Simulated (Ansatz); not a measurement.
**SiH3+ (triplet): from Hartree-Fock to the top rungs at distance Si1–H3 = 5.866 Å, cc-pVDZ**

How much of the correlation energy of SiH3+ (triplet) does each wave-function method recover here?

Computed with Ansatz 0.2.0, Gaussian basis. Level: cc-pVDZ, core rule «outside noble gas», up to 5 orbitals frozen.

Plan: UHF; CCSD(T) on ROHF; CCSD(T) on UHF; BCCD(T) on ROHF; CISD; CCSDT(Q) on ROHF; CCSDT(Q) on UHF; CASSCF and MRCISD+Q, 4 electrons in 4 orbitals; CASSCF and NEVPT2, 4 electrons in 4 orbitals; CASSCF and MRCISD+Q, 6 electrons in 7 orbitals; CASSCF and MRCISD+Q(relaxed), 6 electrons in 7 orbitals; CASSCF and NEVPT2, 6 electrons in 7 orbitals; Full CI.

15 further runs of the same task are left out: 11 that didn't finish, 4 set aside as unsound or not needed.

### Step 1. What is computed

The geometry derives from a PBE0/def2-TZVP stationary point (not a proven minimum). One bond is set to the value named and the two fragments are kept rigid.

4 atoms, charge 1, spin multiplicity 3.

Atoms are counted from 1 here; the program's logs count them from 0.

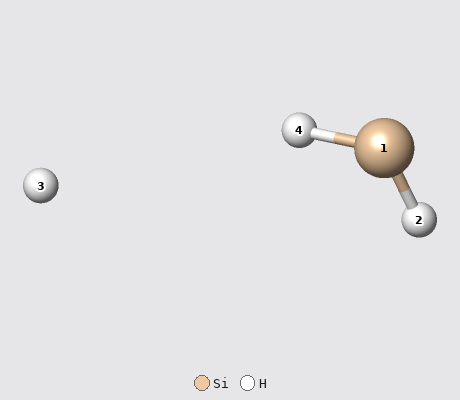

The structure; silicon light orange, hydrogen white; atoms are numbered from 1 in the order of the file.

### Step 2. UHF

The input, in.yaml:

```yaml
crystal:
  periodic: [false, false, false]
  atoms:
    - {symbol: Si, position_ang: [-0.035055, 0.099361, -0.205349]}
    - {symbol: H, position_ang: [-0.035055, -1.193786, -0.950081]}
    - {symbol: H, position_ang: [1.486218, -1.276791, 5.290275]}
    - {symbol: H, position_ang: [-0.474376, -0.298051, 1.381705]}
basis:
  gaussian: {orbitals: cc-pVDZ}
total_charge: 1
magnetization: {spin_polarized: true, initial_magnetization: 2}
hamiltonian: {xc: hf}
output: {orbitals: {seedname: orbitals}}
```

Command:

```bash
$ ansatz run in.yaml --threads 1 --pin off --events-out ev --progress --plain --max-ram 2393MiB
```

Further steps of the session: CCSD(T) on ROHF; CCSD(T) on UHF; BCCD(T) on ROHF; CISD; CCSDT(Q) on ROHF; CCSDT(Q) on UHF; CASSCF and MRCISD+Q, 4 electrons in 4 orbitals; CASSCF and NEVPT2, 4 electrons in 4 orbitals; CASSCF and MRCISD+Q, 6 electrons in 7 orbitals; CASSCF and MRCISD+Q(relaxed), 6 electrons in 7 orbitals; CASSCF and NEVPT2, 6 electrons in 7 orbitals; Full CI.

**Question.** What will the summary of the whole plan be? Wanted: FCI from the RHF energy; RMP2 from FCI; UMP2 from FCI; RCCSD from FCI; RCCSD(T) from FCI; UCCSD(T) from FCI; RCCSDT(Q) from FCI; UCCSDT(Q) from FCI; NEVPT2 pair from FCI.

The runs gave:

| quantity | value |
| --- | --- |
| FCI from the ROHF energy | -2.4629 eV |
| RMP2 from FCI | +691.6 meV |
| UMP2 from FCI | +686.5 meV |
| RCCSD from FCI | +67.4 meV |
| RCCSD(T) from FCI | +19.5 meV |
| UCCSD(T) from FCI | +19.0 meV |
| RCCSDT(Q) from FCI | +0.1 meV |
| UCCSDT(Q) from FCI | -0.3 meV |
| NEVPT2 pair from FCI | +604.3 meV |
| MRCISD+Q pair from FCI | -10.5 meV |
| NEVPT2 valence from FCI | +411.5 meV |
| levels within 1 kcal/mol (43 meV) | RCCSD(T), UCCSD(T), BCCD(T), RCCSDT, UCCSDT, RCCSDT(Q), UCCSDT(Q), MRCISD+Q pair, MRCISD valence, MRCISD+Q valence, MRCISD+Q(relaxed) valence |
| T1 diagnostic | 0.025 |
| effectively unpaired electrons | 2.04 |

In words: RCCSD(T) misses by +19.5 meV, 0.8 % of the correlation energy. MRCISD+Q pair, MRCISD+Q(relaxed) valence fall below full CI: the +Q correction isn't variational, and the cores differ from full CI's. One determinant dominates. Of the multireference levels listed MRCISD+Q valence comes nearest in total energy (+4.6 meV), which doesn't show that its space is the better one. These misses are within one basis, not against nature; the frozen cores of restricted and unrestricted runs differ, which can shift their rows.

Levels on UHF freeze UHF's core orbitals, full CI those of ROHF, so the U rows can settle a little off it for that reason alone.

With open shells the CI space here admits some triples and quadruples, so it is larger than plain CISD.
